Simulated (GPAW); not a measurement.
## Run report: NH$_{3}$S, geometry relaxation (part 4 of 4)

Continued. System: NH$_{3}$S (Thiohydroxylamine), SMILES NS. Method: revPBE/real-space grid, dispersion D4, scalar-relativistic datasets (GPAW 26.7.0). The atoms were displaced at random from an optimised geometry.

Geometry of the input (Å):
```
N  0.0000  0.0000  0.0000
S  1.6942  0.0000  0.0000
H  -0.4579  0.9096  0.0000
H  -0.4046  -0.4163  -0.8337
H  1.8825  -0.5759  1.0922
```

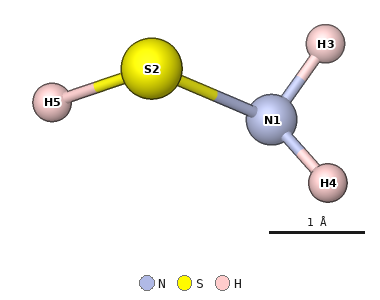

*The geometry at step 4 of the log (ball-and-stick view, seen at a tilt; atoms are numbered from 1 in the order of the input).*

**What the program printed, continued**
```
SCF iterations
|iter     |     time |      energy | eigst |  dens |
|---------|----------|-------------|-------|-------|
|iter:   1| 00:03:45 |  -22.237357 | -1.93 |       |
|iter:   2| 00:03:46 |  -22.233653 | -3.02 | -2.61 |
|iter:   3| 00:03:47 |  -22.201253 | -3.03 | -2.64 |
|iter:   4| 00:03:48 |  -22.179417 | -3.78 | -3.02 |
|iter:   5| 00:03:49 |  -22.167995 | -4.62 | -3.44 |
|iter:   6| 00:03:50 |  -22.163983 | -5.31 | -3.87 |
|iter:   7| 00:03:51 |  -22.163055c| -6.25 | -4.40c|
|iter:   8| 00:03:52 |  -22.162820c| -6.94 | -4.92c|
|iter:   9| 00:03:53 |  -22.162827c| -7.40c| -5.49c|

Converged in 9 steps
SCF loop duration: 8.377 s (0.931 s/step)
Energy contributions relative to reference atoms: (reference = -12381.520621)

Energy contributions:
  Kinetic:          22.294792
  Coulomb:         -25.049926
  Zero:              0.531722
  External:          0.000000
  Xc:              -19.939415
  Entropy:           0.000000
  Spinorbit:         0.000000
  ----------------------------
  Free energy:     -22.162827
  Extrapolated:    -22.162827

dipole moment: (-0.204490, 0.058791, -0.093892)  # |e|*Ang

Fermi level: -4.389
Eigenvalues  # (at kpt = [0.000, 0.000, 0.000])
| band index |      eig [eV] | occ [0-2] |
|------------|---------------|-----------|
|          0 |       -22.413 |     2.000 |
|          1 |       -17.191 |     2.000 |
|          2 |       -12.326 |     2.000 |
|          3 |       -10.965 |     2.000 |
|          4 |        -9.651 |     2.000 |
|          5 |        -6.290 |     2.000 |
|          6 |        -5.795 |     2.000 |
|          7 |        -1.333 |     0.000 |
|          8 |        -0.418 |     0.000 |
|          9 |         0.077 |     0.000 |
|         10 |         0.542 |     0.000 |

Gap: 4.463 eV
Transition (v -> c):
  (s=0, k=0, n=6, [0.00, 0.00, 0.00]) -> (s=0, k=0, n=7, [0.00, 0.00, 0.00])
No difference between direct/indirect transitions
vacuum-level: 0.000  # V

Forces  # eV/Ang
|        x |        y |        z |
|----------|----------|----------|
| -0.03333 | -0.00525 |  0.01400 |  # N    0
| -0.00746 | -0.00764 | -0.02102 |  # S    1
| -0.01893 |  0.03065 | -0.00822 |  # H    2
|  0.01711 | -0.02765 | -0.01665 |  # H    3
|  0.02711 | -0.02091 |  0.01565 |  # H    4

Force computation time: 0.038  # s
BFGSLineSearch:    7[ 15] 00:03:53      -22.356974       0.0374
        .---------------------------.
       /|                           |
      / |                           |
     /  |                           |
    /   |                           |
   /    |                           |
  /     |                           |
 *      |                           |
 |      |                           |
 |      |                           |
 |      |       H    H              |
 |      |        N   S              |
 |      |      H                    |
 |      |                           |
 |      .---------------------------.
 |     /                           /
 |    /                           /
 |   /                           /
 |  /                           /
 | /                           /
 |/                           /
 *---------------------------*

Atoms  # Å, Bohr magnetons
|   | symbol |        x |        y |        z |    initial magnetic moments |
|---|--------|----------|----------|----------|-----------------------------|
| 0 |      N | 4.997377 | 5.221472 | 5.620788 | ( 0.0000,  0.0000,  0.0000) |
| 1 |      S | 6.733103 | 5.291427 | 5.584207 | ( 0.0000,  0.0000,  0.0000) |
| 2 |      H | 4.624016 | 6.170750 | 5.642506 | ( 0.0000,  0.0000,  0.0000) |
| 3 |      H | 4.659484 | 4.761884 | 4.774660 | ( 0.0000,  0.0000,  0.0000) |
| 4 |      H | 6.944222 | 4.625035 | 6.748479 | ( 0.0000,  0.0000,  0.0000) |

Unit cell  # Å
| periodic |         x |         y |         z |   lengths |    angles |
|----------|-----------|-----------|-----------|-----------|-----------|
|       no | 11.520000 |  0.000000 |  0.000000 | 11.520000 | 90.000000 |
|       no |  0.000000 | 10.800000 |  0.000000 | 10.800000 | 90.000000 |
|       no |  0.000000 |  0.000000 | 11.520000 | 11.520000 | 90.000000 |

Initialization done in: 1.725 s

convergence criteria:
- Maximum [total energy] change in last 3 cyles: 0.0005 eV / valence electron
- Maximum integral of absolute [dens]ity change: 0.0001 electrons / valence electron
- Maximum integral of absolute [eigenst]ate change: 4e-08 eV^2 / valence electron
maximum number of iterations: 80

SCF iterations
|iter     |     time |      energy | eigst |  dens |
|---------|----------|-------------|-------|-------|
|iter:   1| 00:03:55 |  -22.197009 | -2.57 |       |
|iter:   2| 00:03:56 |  -22.195313 | -3.65 | -2.93 |
|iter:   3| 00:03:57 |  -22.181203 | -3.78 | -2.96 |
|iter:   4| 00:03:58 |  -22.170196 | -4.38 | -3.32 |
|iter:   5| 00:03:59 |  -22.165095 | -5.32 | -3.75 |
|iter:   6| 00:04:00 |  -22.163399c| -6.02 | -4.22c|
|iter:   7| 00:04:01 |  -22.163166c| -6.94 | -4.73c|
|iter:   8| 00:04:02 |  -22.163085c| -7.63c| -5.32c|

Converged in 8 steps
SCF loop duration: 7.257 s (0.907 s/step)
Energy contributions relative to reference atoms: (reference = -12381.520621)

Energy contributions:
  Kinetic:          22.277125
  Coulomb:         -25.039831
  Zero:              0.531653
  External:          0.000000
  Xc:              -19.932032
  Entropy:           0.000000
  Spinorbit:         0.000000
  ----------------------------
  Free energy:     -22.163085
  Extrapolated:    -22.163085

dipole moment: (-0.204181, 0.057694, -0.094895)  # |e|*Ang

Fermi level: -4.389
Eigenvalues  # (at kpt = [0.000, 0.000, 0.000])
| band index |      eig [eV] | occ [0-2] |
|------------|---------------|-----------|
|          0 |       -22.415 |     2.000 |
|          1 |       -17.188 |     2.000 |
|          2 |       -12.328 |     2.000 |
|          3 |       -10.964 |     2.000 |
|          4 |        -9.649 |     2.000 |
|          5 |        -6.292 |     2.000 |
|          6 |        -5.795 |     2.000 |
|          7 |        -1.331 |     0.000 |
|          8 |        -0.418 |     0.000 |
|          9 |         0.078 |     0.000 |
|         10 |         0.542 |     0.000 |

Gap: 4.464 eV
Transition (v -> c):
  (s=0, k=0, n=6, [0.00, 0.00, 0.00]) -> (s=0, k=0, n=7, [0.00, 0.00, 0.00])
No difference between direct/indirect transitions
vacuum-level: 0.000  # V

Forces  # eV/Ang
|        x |        y |        z |
|----------|----------|----------|
| -0.02971 | -0.00204 |  0.00378 |  # N    0
|  0.00605 | -0.00409 | -0.01676 |  # S    1
| -0.00713 |  0.00868 | -0.00850 |  # H    2
|  0.00039 | -0.01808 | -0.00418 |  # H    3
|  0.02116 | -0.02036 |  0.01659 |  # H    4

Force computation time: 0.038  # s
        .---------------------------.
       /|                           |
      / |                           |
     /  |                           |
    /   |                           |
   /    |                           |
  /     |                           |
 *      |                           |
 |      |                           |
 |      |                           |
 |      |       H    H              |
 |      |        N   S              |
 |      |      H                    |
 |      |                           |
 |      .---------------------------.
 |     /                           /
 |    /                           /
 |   /                           /
 |  /                           /
 | /                           /
 |/                           /
 *---------------------------*

Atoms  # Å, Bohr magnetons
|   | symbol |        x |        y |        z |    initial magnetic moments |
|---|--------|----------|----------|----------|-----------------------------|
| 0 |      N | 4.992479 | 5.220900 | 5.619576 | ( 0.0000,  0.0000,  0.0000) |
| 1 |      S | 6.727279 | 5.297018 | 5.578886 | ( 0.0000,  0.0000,  0.0000) |
| 2 |      H | 4.613108 | 6.170812 | 5.626120 | ( 0.0000,  0.0000,  0.0000) |
| 3 |      H | 4.671064 | 4.748770 | 4.772440 | ( 0.0000,  0.0000,  0.0000) |
| 4 |      H | 6.953876 | 4.616488 | 6.732870 | ( 0.0000,  0.0000,  0.0000) |

Unit cell  # Å
| periodic |         x |         y |         z |   lengths |    angles |
|----------|-----------|-----------|-----------|-----------|-----------|
|       no | 11.520000 |  0.000000 |  0.000000 | 11.520000 | 90.000000 |
|       no |  0.000000 | 10.800000 |  0.000000 | 10.800000 | 90.000000 |
|       no |  0.000000 |  0.000000 | 11.520000 | 11.520000 | 90.000000 |

Initialization done in: 1.849 s

convergence criteria:
- Maximum [total energy] change in last 3 cyles: 0.0005 eV / valence electron
- Maximum integral of absolute [dens]ity change: 0.0001 electrons / valence electron
- Maximum integral of absolute [eigenst]ate change: 4e-08 eV^2 / valence electron
maximum number of iterations: 80

SCF iterations
|iter     |     time |      energy | eigst |  dens |
|---------|----------|-------------|-------|-------|
|iter:   1| 00:04:04 |  -22.311962 | -1.37 |       |
|iter:   2| 00:04:05 |  -22.304632 | -2.46 | -2.33 |
|iter:   3| 00:04:06 |  -22.242079 | -2.57 | -2.36 |
|iter:   4| 00:04:08 |  -22.192943 | -3.21 | -2.72 |
|iter:   5| 00:04:09 |  -22.170848 | -4.11 | -3.16 |
|iter:   6| 00:04:10 |  -22.163787 | -4.84 | -3.62 |
|iter:   7| 00:04:11 |  -22.162759 | -5.74 | -4.13c|
|iter:   8| 00:04:12 |  -22.162492c| -6.44 | -4.76c|
|iter:   9| 00:04:13 |  -22.162545c| -7.08 | -5.19c|
|iter:  10| 00:04:13 |  -22.162587c| -7.72c| -5.60c|

Converged in 10 steps
SCF loop duration: 9.885 s (0.989 s/step)
Energy contributions relative to reference atoms: (reference = -12381.520621)

Energy contributions:
  Kinetic:          22.180159
  Coulomb:         -24.978190
  Zero:              0.531207
  External:          0.000000
  Xc:              -19.895763
  Entropy:           0.000000
  Spinorbit:         0.000000
  ----------------------------
  Free energy:     -22.162587
  Extrapolated:    -22.162587

dipole moment: (-0.202913, 0.053339, -0.098832)  # |e|*Ang

Fermi level: -4.389
Eigenvalues  # (at kpt = [0.000, 0.000, 0.000])
| band index |      eig [eV] | occ [0-2] |
|------------|---------------|-----------|
|          0 |       -22.423 |     2.000 |
|          1 |       -17.172 |     2.000 |
|          2 |       -12.333 |     2.000 |
|          3 |       -10.958 |     2.000 |
|          4 |        -9.644 |     2.000 |
|          5 |        -6.303 |     2.000 |
|          6 |        -5.793 |     2.000 |
|          7 |        -1.326 |     0.000 |
|          8 |        -0.423 |     0.000 |
|          9 |         0.080 |     0.000 |
|         10 |         0.538 |     0.000 |

Gap: 4.467 eV
Transition (v -> c):
  (s=0, k=0, n=6, [0.00, 0.00, 0.00]) -> (s=0, k=0, n=7, [0.00, 0.00, 0.00])
No difference between direct/indirect transitions
vacuum-level: 0.000  # V

Forces  # eV/Ang
|        x |        y |        z |
|----------|----------|----------|
| -0.02226 |  0.01068 | -0.05657 |  # N    0
|  0.08434 |  0.02656 |  0.00505 |  # S    1
|  0.04138 | -0.08980 | -0.00793 |  # H    2
| -0.05242 |  0.02479 |  0.04935 |  # H    3
| -0.01138 | -0.00629 |  0.01313 |  # H    4

Force computation time: 0.038  # s
        .---------------------------.
       /|                           |
      / |                           |
     /  |                           |
    /   |                           |
   /    |                           |
  /     |                           |
 *      |                           |
 |      |                           |
 |      |                           |
 |      |       H    H              |
 |      |        N   S              |
 |      |      H                    |
 |      |                           |
 |      .---------------------------.
 |     /                           /
 |    /                           /
 |   /                           /
 |  /                           /
 | /                           /
 |/                           /
 *---------------------------*

Atoms  # Å, Bohr magnetons
|   | symbol |        x |        y |        z |    initial magnetic moments |
|---|--------|----------|----------|----------|-----------------------------|
| 0 |      N | 4.995928 | 5.221302 | 5.620429 | ( 0.0000,  0.0000,  0.0000) |
| 1 |      S | 6.731380 | 5.293081 | 5.582633 | ( 0.0000,  0.0000,  0.0000) |
| 2 |      H | 4.620789 | 6.170769 | 5.637658 | ( 0.0000,  0.0000,  0.0000) |
| 3 |      H | 4.662910 | 4.758004 | 4.774003 | ( 0.0000,  0.0000,  0.0000) |
| 4 |      H | 6.947079 | 4.622506 | 6.743861 | ( 0.0000,  0.0000,  0.0000) |

Unit cell  # Å
| periodic |         x |         y |         z |   lengths |    angles |
|----------|-----------|-----------|-----------|-----------|-----------|
|       no | 11.520000 |  0.000000 |  0.000000 | 11.520000 | 90.000000 |
|       no |  0.000000 | 10.800000 |  0.000000 | 10.800000 | 90.000000 |
|       no |  0.000000 |  0.000000 | 11.520000 | 11.520000 | 90.000000 |

Initialization done in: 1.836 s

convergence criteria:
- Maximum [total energy] change in last 3 cyles: 0.0005 eV / valence electron
- Maximum integral of absolute [dens]ity change: 0.0001 electrons / valence electron
- Maximum integral of absolute [eigenst]ate change: 4e-08 eV^2 / valence electron
maximum number of iterations: 80

SCF iterations
```

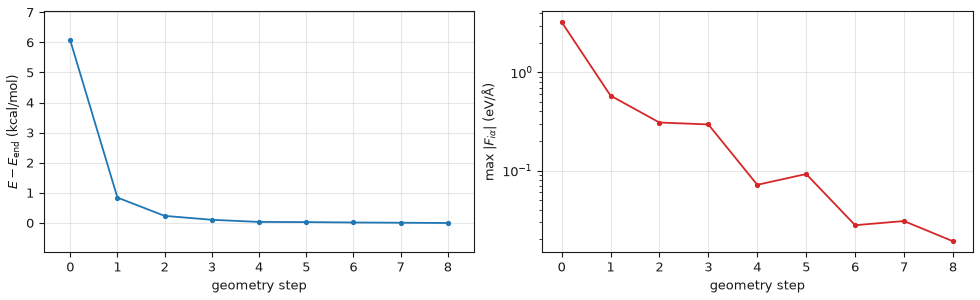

*Progress of the relaxation, step by step (steps are counted from 0).*

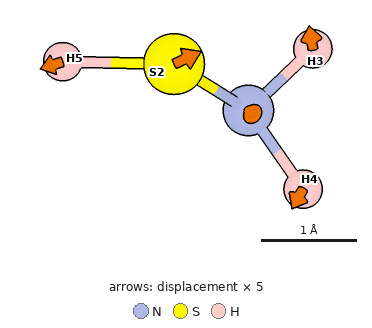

*The starting structure with the displacements as orange arrows, magnified 5 times (ball-and-stick view, seen at a tilt). The two geometries are laid on each other by the best rigid fit.*

S2 moves most after the best rigid fit: 0.067 Å. By element the largest moves are S 0.067 Å, H 0.056 Å, N 0.053 Å. Among the contacts that change: S2–H5 1.249 → 1.358 Å, N1–S2 1.694 → 1.737 Å. Among the angles that change: H3–N1–H4 100.8° → 108.4°, S2–N1–H3 116.7° → 109.2°, S2–N1–H4 113.5° → 109.1°. The energy falls by 6.07 kcal/mol in 8 geometry steps. The largest force component goes from 3.3 to 0.019 eV/Å. (Atoms are counted from 1 in the order of the input.)

```
|iter     |     time |      energy | eigst |  dens |
|---------|----------|-------------|-------|-------|
|iter:   1| 00:04:16 |  -22.042888 | -1.65 |       |
|iter:   2| 00:04:17 |  -22.048998 | -2.75 | -2.48 |
|iter:   3| 00:04:18 |  -22.098617 | -2.91 | -2.51 |
|iter:   4| 00:04:19 |  -22.139278 | -3.49 | -2.87 |
|iter:   5| 00:04:20 |  -22.157147 | -4.44 | -3.32 |
|iter:   6| 00:04:21 |  -22.162253 | -5.18 | -3.80 |
|iter:   7| 00:04:22 |  -22.163067c| -6.05 | -4.28c|
|iter:   8| 00:04:23 |  -22.163323c| -6.77 | -4.89c|
|iter:   9| 00:04:24 |  -22.163250c| -7.39 | -5.33c|
|iter:  10| 00:04:25 |  -22.163216c| -7.58c| -5.67c|

Converged in 10 steps
SCF loop duration: 9.259 s (0.926 s/step)
Energy contributions relative to reference atoms: (reference = -12381.520621)

Energy contributions:
  Kinetic:          22.252509
  Coulomb:         -25.024800
  Zero:              0.531502
  External:          0.000000
  Xc:              -19.922428
  Entropy:           0.000000
  Spinorbit:         0.000000
  ----------------------------
  Free energy:     -22.163216
  Extrapolated:    -22.163216

dipole moment: (-0.203797, 0.056412, -0.096049)  # |e|*Ang

Fermi level: -4.389
Eigenvalues  # (at kpt = [0.000, 0.000, 0.000])
| band index |      eig [eV] | occ [0-2] |
|------------|---------------|-----------|
|          0 |       -22.418 |     2.000 |
|          1 |       -17.183 |     2.000 |
|          2 |       -12.330 |     2.000 |
|          3 |       -10.962 |     2.000 |
|          4 |        -9.648 |     2.000 |
|          5 |        -6.295 |     2.000 |
|          6 |        -5.795 |     2.000 |
|          7 |        -1.329 |     0.000 |
|          8 |        -0.420 |     0.000 |
|          9 |         0.079 |     0.000 |
|         10 |         0.541 |     0.000 |

Gap: 4.466 eV
Transition (v -> c):
  (s=0, k=0, n=6, [0.00, 0.00, 0.00]) -> (s=0, k=0, n=7, [0.00, 0.00, 0.00])
No difference between direct/indirect transitions
vacuum-level: 0.000  # V

Forces  # eV/Ang
|        x |        y |        z |
|----------|----------|----------|
| -0.02555 |  0.00148 | -0.01051 |  # N    0
|  0.02672 |  0.00074 | -0.01075 |  # S    1
|  0.00595 | -0.01906 | -0.00946 |  # H    2
| -0.01680 | -0.00763 |  0.01202 |  # H    3
|  0.01248 | -0.01808 |  0.01721 |  # H    4

Force computation time: 0.038  # s
BFGSLineSearch:    8[ 18] 00:04:25      -22.357347       0.0232
Converged: True
Final energy            -22.35735 eV
r(S1-N0) = 1.7373 Ang
r(H3-N0): 1.0208 Ang
```

**Trajectory as extended XYZ (Å, eV, eV/Å), 9 frames, from step=0 to step=8**
```
5
Properties=species:S:1:pos:R:3:forces:R:3 step=0 energy=-22.09406
N     5.0477    5.2332    5.6307   -1.3935  -0.0502  -0.0789
S     6.7419    5.2332    5.6307    0.2243   1.8898  -3.2647
H     4.5898    6.1428    5.6307    0.5165   0.4962   0.4759
H     4.6432    4.8169    4.7970    0.3250  -0.6556  -0.1827
H     6.9302    4.6572    6.7230    0.3378  -1.6652   3.0805
5
Properties=species:S:1:pos:R:3:forces:R:3 step=1 energy=-22.32073
N     5.0235    5.2323    5.6294   -0.3880  -0.1492   0.0412
S     6.7458    5.2660    5.5739    0.1001  -0.0306   0.3656
H     4.5988    6.1514    5.6390    0.2137   0.5804   0.2883
H     4.6488    4.8055    4.7939    0.0301  -0.5494  -0.3668
H     6.9361    4.6283    6.7766    0.0297   0.1480  -0.3272
5
Properties=species:S:1:pos:R:3:forces:R:3 step=2 energy=-22.34709
N     5.0036    5.2260    5.6308   -0.1786   0.1486  -0.2249
S     6.7505    5.2701    5.5796   -0.2843   0.0142   0.2007
H     4.6090    6.1766    5.6522    0.3088  -0.2170   0.0449
H     4.6510    4.7811    4.7783    0.1227  -0.0388   0.1081
H     6.9382    4.6296    6.7719    0.0267   0.0725  -0.1796
5
Properties=species:S:1:pos:R:3:forces:R:3 step=3 energy=-22.35273
N     4.9939    5.2289    5.6249    0.2909  -0.1741   0.0409
S     6.7438    5.2728    5.5836   -0.2953   0.0503   0.0790
H     4.6198    6.1757    5.6563    0.0563   0.1076  -0.0232
H     4.6550    4.7750    4.7782   -0.0158  -0.0409  -0.0602
H     6.9396    4.6305    6.7685   -0.0007   0.0194  -0.0813
5
Properties=species:S:1:pos:R:3:forces:R:3 step=4 energy=-22.35582
N     4.9961    5.2258    5.6227    0.0368   0.0074   0.0705
S     6.7322    5.2767    5.5857    0.0021   0.0226   0.0440
H     4.6272    6.1780    5.6578    0.0224  -0.0629  -0.0409
H     4.6569    4.7707    4.7767   -0.0409  -0.0182  -0.0477
H     6.9405    4.6305    6.7666   -0.0125   0.0138  -0.0717
5
Properties=species:S:1:pos:R:3:forces:R:3 step=5 energy=-22.35607
N     4.9965    5.2259    5.6239    0.0032  -0.0922  -0.0328
S     6.7318    5.2778    5.5860    0.0215   0.0227   0.0393
H     4.6282    6.1769    5.6572   -0.0028  -0.0026  -0.0344
H     4.6563    4.7700    4.7758   -0.0064   0.0233   0.0370
H     6.9404    4.6303    6.7658   -0.0087   0.0118  -0.0661
5
Properties=species:S:1:pos:R:3:forces:R:3 step=6 energy=-22.35662
N     4.9964    5.2211    5.6248   -0.0018   0.0228  -0.0235
S     6.7326    5.2827    5.5870    0.0100   0.0089  -0.0024
H     4.6307    6.1735    5.6538   -0.0198  -0.0110  -0.0176
H     4.6545    4.7695    4.7756    0.0148  -0.0105   0.0059
H     6.9398    4.6298    6.7616    0.0092  -0.0054  -0.0278
5
Properties=species:S:1:pos:R:3:forces:R:3 step=7 energy=-22.35697
N     4.9986    5.2216    5.6211   -0.0108  -0.0089   0.0210
S     6.7346    5.2900    5.5855   -0.0269  -0.0062  -0.0244
H     4.6267    6.1707    5.6466   -0.0161   0.0306  -0.0087
H     4.6566    4.7652    4.7752    0.0199  -0.0269  -0.0168
H     6.9418    4.6272    6.7524    0.0184  -0.0194   0.0127
5
Properties=species:S:1:pos:R:3:forces:R:3 step=8 energy=-22.35735
N     4.9959    5.2213    5.6204   -0.0029  -0.0021  -0.0034
S     6.7314    5.2931    5.5826    0.0073   0.0022  -0.0141
H     4.6208    6.1708    5.6377    0.0088  -0.0191  -0.0100
H     4.6629    4.7580    4.7740   -0.0141  -0.0070   0.0118
H     6.9471    4.6225    6.7439    0.0038  -0.0166   0.0142
```

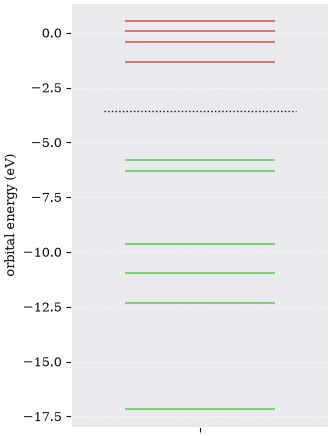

*Orbital energies near the frontier; the dotted line parts filled from empty levels, and levels within 0.02 eV of each other stand side by side.*

Highest filled −5.79 eV, lowest empty −1.33 eV, 4.46 eV apart.
